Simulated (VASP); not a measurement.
# A VASP study of TiAu (PBEsol + D3(BJ)): structure first, properties next, part 2 of 5

Aim: relax TiAu, then compute properties on the relaxed cell. The start is a computed cell from the Materials Project.

VASP 6.6.1; PBEsol with D3(BJ); plane waves and PAW (Ti_sv, Au).

Still holding for the runs below: The k-mesh is coarse for a metal.

So far. Step 2 (Full relaxation (PBEsol + D3(BJ))): It ends with a largest force of 0.008 eV/Å and a pressure of -0.02 GPa.

### Step 3. Second relaxation

The basis stayed that of the start cell while the cell moved. A rerun from the cell reached resets it; the error of the finite cutoff stays.

Input file INCAR:

```
SYSTEM = TiAu
PREC = Accurate
ENCUT = 400
EDIFF = 1E-06
NELM = 100
ISMEAR = 1
SIGMA = 0.2
LREAL = .FALSE.
ALGO = Normal
GGA = PS
IVDW = 12
NBANDS = 29
LORBIT = 11
LWAVE = .FALSE.
LCHARG = .FALSE.
KPAR = 4
IBRION = 2
NSW = 60
ISIF = 3
EDIFFG = -0.01
```

Input file POSCAR:

```
TiAu
1.0
    4.5537516112      0.0000000000      0.0000000000
    0.0000000000      2.8089588544      0.0000000000
    0.0000000000      0.0000000000      4.8635001011
Ti Au
2 2
Direct
    0.2500000000      0.0000000000      0.8166752463
    0.7500000000      0.0000000000      0.1833247537
    0.2500000000      0.5000000000      0.3211522654
    0.7500000000      0.5000000000      0.6788477346
```

Input file KPOINTS:

```
Automatic mesh
0
Gamma
6 9 6
0 0 0
```

Potentials, in the order of the species: Ti_sv and Au (PBE family, release 64).

Run with:

```
mpirun -np 4 vasp_std
```

Log:

```text
[banner, memory and clock lines left out]
running    4 mpi-ranks, on    1 nodes
 distrk:  each k-point on    1 cores,    4 groups
 distr:  one band on    1 cores,    1 groups

 POSCAR found type information on POSCAR TiAu
 POSCAR found :  2 types and       4 ions
 [... a notice as in an earlier step ...]

 LDA part: xc-table for (Slater+PW92), standard interpolation
 POSCAR, INCAR and KPOINTS ok, starting setup
 FFT: planning ... GRIDC
 FFT: planning ... GRID_SOFT
 FFT: planning ... GRID
 WAVECAR not read
 entering main loop
       N       E                     dE             d eps       ncg     rms          rms(c)
DAV:   1     0.471715284664E+03    0.47172E+03   -0.19997E+04  4640   0.158E+03
DAV:   2     0.209928317594E+02   -0.45072E+03   -0.43324E+03  4885   0.467E+02
DAV:   3    -0.269347193837E+02   -0.47928E+02   -0.46523E+02  7860   0.134E+02
DAV:   4    -0.298057571966E+02   -0.28710E+01   -0.28369E+01  6002   0.299E+01
DAV:   5    -0.299534503603E+02   -0.14769E+00   -0.14757E+00  6563   0.569E+00    0.189E+01
DAV:   6    -0.263806193743E+02    0.35728E+01   -0.11050E+01  5313   0.272E+01    0.722E+00
DAV:   7    -0.261935091491E+02    0.18711E+00   -0.14357E+00  6975   0.780E+00    0.347E+00
DAV:   8    -0.261926406796E+02    0.86847E-03   -0.35074E-01  6167   0.530E+00    0.170E+00
DAV:   9    -0.261701373105E+02    0.22503E-01   -0.76042E-02  6292   0.190E+00    0.538E-01
DAV:  10    -0.261667252191E+02    0.34121E-02   -0.20615E-02  6461   0.113E+00    0.887E-02
DAV:  11    -0.261668209812E+02   -0.95762E-04   -0.69215E-04  6003   0.184E-01    0.649E-02
DAV:  12    -0.261668645084E+02   -0.43527E-04   -0.10293E-04  6059   0.730E-02    0.257E-02
DAV:  13    -0.261668610792E+02    0.34292E-05   -0.42395E-05  6602   0.399E-02    0.433E-03
DAV:  14    -0.261668616475E+02   -0.56835E-06   -0.12647E-06  3330   0.106E-02
   1 F= -.28879856E+02 E0= -.28878639E+02  d E =-.288799E+02
 curvature:   0.00 expect dE= 0.000E+00 dE for cont linesearch  0.000E+00
 trial: gam= 0.00000 g(F)=  0.755E-05 g(S)=  0.316E-04 ort = 0.000E+00 (trialstep = 0.100E+01)
 search vector abs. value=  0.391E-04
 reached required accuracy - stopping structural energy minimisation
```

It took 9.8 s on 4 MPI ranks of Intel Xeon 6975P-C (Granite Rapids), shared host; peak memory 0.84 GiB.

From OUTCAR (step 3):

```text
  LATTYP: Found a simple orthorhombic cell.
 ALAT       =     2.8089588544
 B/A-ratio  =     1.6211528354
 C/A-ratio  =     1.7314244719

 Found     80 irreducible k-points:

   dimension x,y,z NGX =    30 NGY =   18 NGZ =   32
   dimension x,y,z NGXF=    60 NGYF=   36 NGZF=   64

   ENCUT  =  400.0 eV  29.40 Ry    5.42 a.u.   7.43  4.58  7.93*2*pi/ulx,y,z

   NELECT =      46.0000    total number of electrons

 E-fermi :  10.4950

 k-point     1 :       0.0000    0.0000    0.0000
  band No.  band energies     occupation
    ...
     20       7.2630      2.00000
     21       8.9724      2.00000
     22       9.8788      2.00012
     23      10.1002      2.01736
     24      10.3363      1.97671
     25      10.5654      0.44322
     26      12.2479     -0.00000
     27      12.7980     -0.00000
     28      12.8535     -0.00000
     29      13.1226     -0.00000

 k-point     2 :       0.1667    0.0000    0.0000
  band No.  band energies     occupation
    ...
     20       7.1243      2.00000
     21       9.2508      2.00000
     22       9.4563      2.00000
     23      10.0435      2.00639
     24      10.4109      1.64711
     25      10.7025     -0.05719
     26      12.1799     -0.00000
     27      12.6740     -0.00000
     28      12.8835     -0.00000
     29      13.0556     -0.00000

 Edisp (eV)   -2.71299

  Total      -0.02435    -0.03701    -0.02560     0.00000     0.00000    -0.00000
  in kB      -0.62701    -0.95305    -0.65939     0.00000     0.00000    -0.00000
  external pressure =       -0.75 kB  Pullay stress =        0.00 kB

  energy-cutoff  :      400.00
  volume of cell :       62.21
      direct lattice vectors                 reciprocal lattice vectors
     4.553751611  0.000000000  0.000000000     0.219599154  0.000000000  0.000000000
     0.000000000  2.808958854  0.000000000     0.000000000  0.356003791  0.000000000
     0.000000000  0.000000000  4.863500101     0.000000000  0.000000000  0.205613237

 POSITION                                       TOTAL-FORCE (eV/Angst)
 -----------------------------------------------------------------------------------
      1.13844      0.00000      3.97190        -0.000000     -0.000000     -0.007914
      3.41531      0.00000      0.89160         0.000000     -0.000000      0.007914
      1.13844      1.40448      1.56192         0.000000      0.000000     -0.003946
      3.41531      1.40448      3.30158         0.000000     -0.000000      0.003946
 -----------------------------------------------------------------------------------
    total drift:                                0.000000     -0.000000      0.000000

  FREE ENERGIE OF THE ION-ELECTRON SYSTEM (eV)
  ---------------------------------------------------
  free  energy   TOTEN  =       -28.8798564364 eV

  energy  without entropy=      -28.8762055073  energy(sigma->0) =      -28.87863946

 total charge
# of ion       s       p       d       tot
------------------------------------------
    1        2.201   6.136   1.929  10.266
    2        2.201   6.136   1.929  10.266
    3        0.730   0.586   8.573   9.889
    4        0.730   0.586   8.573   9.889
--------------------------------------------------
tot          5.864  13.444  21.004  40.311

[... 5 parts as in an earlier step ...]

[... 6 further parts left out ...]
```

CONTCAR:

```
TiAu
   1.00000000000000
     4.5537516112000000    0.0000000000000000    0.0000000000000000
     0.0000000000000000    2.8089588544000001    0.0000000000000000
     0.0000000000000000    0.0000000000000000    4.8635001010999996
  Ti              Au
     2     2
Direct
     0.2500000000000000    0.0000000000000000    0.8166752463000009
     0.7500000000000000    0.0000000000000000    0.1833247536999991
     0.2500000000000000    0.5000000000000000    0.3211522654000021
     0.7500000000000000    0.5000000000000000    0.6788477345999979
```

Little changed from the start: no atom moved by 0.005 Å and no cell edge by 0.1 %.

This step gave:

```
free energy (TOTEN)             : -28.88 eV
energy at zero smearing         : -28.88 eV
pressure                        : -0.07465 GPa
SCF cycles over all ionic steps : 14
```

It ends with a largest force of 0.008 eV/Å and a pressure of -0.07 GPa. The volume moved by under 0.01 %: the run met its threshold at the first step.

### Step 4. Density, ELF and potential (PBEsol + D3(BJ))

The relaxed cell gets a fresh self-consistent run, on a basis set for its own volume, to fix the density and to check the remaining stress.

Changes to INCAR since step 3:

```diff
@@ -14,7 +14,5 @@
 LWAVE = .FALSE.
-LCHARG = .FALSE.
-KPAR = 4
-IBRION = 2
-NSW = 60
-ISIF = 3
-EDIFFG = -0.01
+LCHARG = .TRUE.
+ISIF = 2
+LELF = .TRUE.
+LVHAR = .TRUE.
```

POSCAR is that of step 3.

KPOINTS is that of step 3.

Run with:

```
mpirun -np 4 vasp_std
```

Log:

```text
[banner, memory and clock lines left out]
running    4 mpi-ranks, on    1 nodes
 distrk:  each k-point on    4 cores,    1 groups
 distr:  one band on    1 cores,    4 groups

 POSCAR found type information on POSCAR TiAu
 POSCAR found :  2 types and       4 ions
 [... a notice as in an earlier step ...]

 LDA part: xc-table for (Slater+PW92), standard interpolation
|                                                                             |
|           W    W    AA    RRRRR   N    N  II  N    N   GGGG   !!!           |
|           W    W   A  A   R    R  NN   N  II  NN   N  G    G  !!!           |
|           W    W  A    A  R    R  N N  N  II  N N  N  G       !!!           |
|           W WW W  AAAAAA  RRRRR   N  N N  II  N  N N  G  GGG   !            |
|           WW  WW  A    A  R   R   N   NN  II  N   NN  G    G                |
|           W    W  A    A  R    R  N    N  II  N    N   GGGG   !!!           |
|                                                                             |
|     The number of bands has been changed from the values supplied in        |
|     The orbitals not found in the WAVECAR file will be initialized with     |
|     random numbers, which is usually adequate. For correlated               |
|     calculations, however, you should redo the groundstate calculation.     |
|     I found NBANDS = 29. Now, NBANDS = 32.                                  |
|                                                                             |

 POSCAR, INCAR and KPOINTS ok, starting setup
 FFT: planning ... GRIDC
 FFT: planning ... GRID_SOFT
 FFT: planning ... GRID
 WAVECAR not read
 entering main loop
       N       E                     dE             d eps       ncg     rms          rms(c)
DAV:   1     0.469182506178E+03    0.46918E+03   -0.19583E+04  5128   0.143E+03
DAV:   2     0.148700410545E+02   -0.45431E+03   -0.42995E+03  5560   0.432E+02
DAV:   3    -0.270943897225E+02   -0.41964E+02   -0.40840E+02  8152   0.120E+02
DAV:   4    -0.298428496841E+02   -0.27485E+01   -0.27239E+01  6608   0.263E+01
DAV:   5    -0.299542347671E+02   -0.11139E+00   -0.11137E+00  6728   0.434E+00    0.189E+01
DAV:   6    -0.263882908528E+02    0.35659E+01   -0.97858E+00  5440   0.247E+01    0.710E+00
DAV:   7    -0.261911067213E+02    0.19718E+00   -0.10328E+00  7296   0.650E+00    0.356E+00
DAV:   8    -0.261884528283E+02    0.26539E-02   -0.20863E-01  5888   0.463E+00    0.113E+00
DAV:   9    -0.261688983283E+02    0.19554E-01   -0.46012E-02  6440   0.189E+00    0.531E-01
DAV:  10    -0.261667571954E+02    0.21411E-02   -0.79537E-03  6600   0.739E-01    0.830E-02
DAV:  11    -0.261668358281E+02   -0.78633E-04   -0.41251E-04  6168   0.138E-01    0.515E-02
DAV:  12    -0.261668619091E+02   -0.26081E-04   -0.65859E-05  6376   0.575E-02    0.167E-02
DAV:  13    -0.261668612711E+02    0.63800E-06   -0.14425E-05  6208   0.267E-02    0.466E-03
DAV:  14    -0.261668617806E+02   -0.50950E-06   -0.95507E-07  2992   0.844E-03
   1 F= -.28879857E+02 E0= -.28878640E+02  d E =-.365051E-02
```

The job ended after 12 s (4 MPI ranks; peak memory 0.6 GiB).

OUTCAR, selected parts (step 4):

```text
 Found     80 irreducible k-points:

   k-points           NKPTS =     80   k-points in BZ     NKDIM =     80   number of bands    NBANDS=     32

   NELECT =      46.0000    total number of electrons

 E-fermi :  10.4950

 k-point     1 :       0.0000    0.0000    0.0000
  band No.  band energies     occupation
    ...
     20       7.2630      2.00000
     21       8.9724      2.00000
     22       9.8788      2.00012
     23      10.1001      2.01736
     24      10.3363      1.97671
     25      10.5654      0.44323
     26      12.2478     -0.00000
     27      12.7979     -0.00000
     28      12.8535     -0.00000
     29      13.1221     -0.00000
    ...

 k-point     2 :       0.1667    0.0000    0.0000
  band No.  band energies     occupation
    ...
     20       7.1243      2.00000
     21       9.2508      2.00000
     22       9.4562      2.00000
     23      10.0435      2.00639
     24      10.4108      1.64709
     25      10.7025     -0.05719
     26      12.1798     -0.00000
     27      12.6740     -0.00000
     28      12.8834     -0.00000
     29      13.0555     -0.00000
    ...

 Edisp (eV)   -2.71299

  Total      -0.02241    -0.03488    -0.02399     0.00000     0.00000     0.00000
  in kB      -0.57717    -0.89824    -0.61779     0.00000     0.00000     0.00000
  external pressure =       -0.70 kB  Pullay stress =        0.00 kB

 POSITION                                       TOTAL-FORCE (eV/Angst)
 -----------------------------------------------------------------------------------
      1.13844      0.00000      3.97190        -0.000000      0.000000     -0.007876
      3.41531      0.00000      0.89160         0.000000      0.000000      0.007876
      1.13844      1.40448      1.56192         0.000000      0.000000     -0.003934
      3.41531      1.40448      3.30158         0.000000      0.000000      0.003934
 -----------------------------------------------------------------------------------
    total drift:                                0.000000     -0.000000      0.000000

  FREE ENERGIE OF THE ION-ELECTRON SYSTEM (eV)
  ---------------------------------------------------
  free  energy   TOTEN  =       -28.8798565695 eV

  energy  without entropy=      -28.8762060561  energy(sigma->0) =      -28.87863973

[... 9 parts as in an earlier step ...]

[... 5 further parts left out ...]
```

Numbers from this step:

| Property | Result |
| --- | --- |
| SCF cycles | 14 |
| bands | 32 |
| pressure | -0.06977 GPa |

Valence electrons inside each PAW sphere by angular momentum. Sphere charges, by row:

```csv
atom,s (e),p (e),d (e),tot (e)
Ti1,2.201,6.136,1.929,10.27
Ti2,2.201,6.136,1.929,10.27
Au3,0.73,0.586,8.573,9.889
Au4,0.73,0.586,8.573,9.889
```

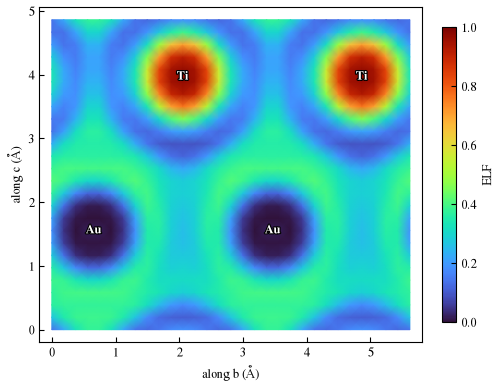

ELF in the bc plane at fractional x = 0.250, with atoms of Ti and Au within 0.2 Å of it. It is the smooth field of the valence electrons, not physical close to the nuclei. The map starts off the cell's origin, so that atoms lie inside it.

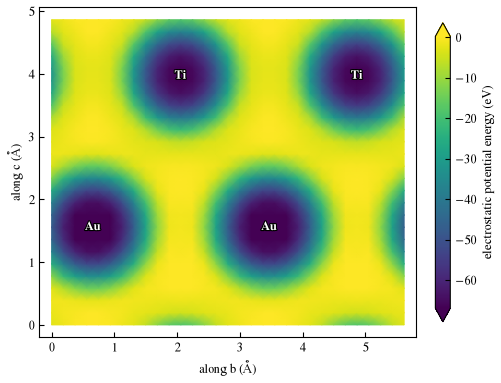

Electrostatic potential energy in the bc plane at fractional x = 0.250, with atoms of Ti and Au within 0.2 Å of it. With pseudopotentials it is smooth inside the atoms' cores, unlike the true potential. The map starts off the cell's origin, so that atoms lie inside it.

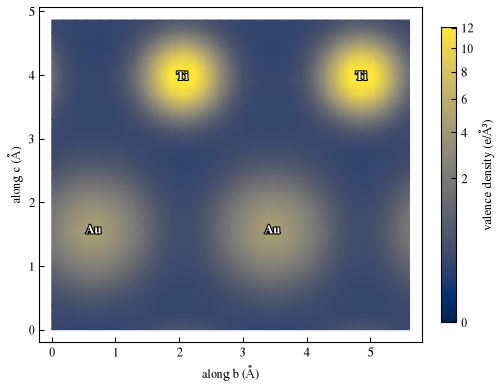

Valence density in the bc plane at fractional x = 0.250, with atoms of Ti and Au within 0.2 Å of it. It is the smooth field of the valence electrons, not physical close to the nuclei. The map starts off the cell's origin, so that atoms lie inside it. The colour scale is stretched toward low values.

In this run the pressure is -0.07 GPa, small enough to go on.

(Continued in part 3 of 5.)

[Lines on the potential files, build, host, timing and source positions are cut from VASP's logs without a mark.]

[Logs are printed without paths, hosts, clocks, repeated set-up lines and the standing remarks that a program may print on its own settings, such as how far it seeks lower states.]

[Hosts, paths, dates, database ids (printed as entryN), source tags and the programs' standing remarks are cut or masked in the printed files.]

[Measured values are set beside computed ones only where the two were judged alike; some that the calculation misses by far are left out.]
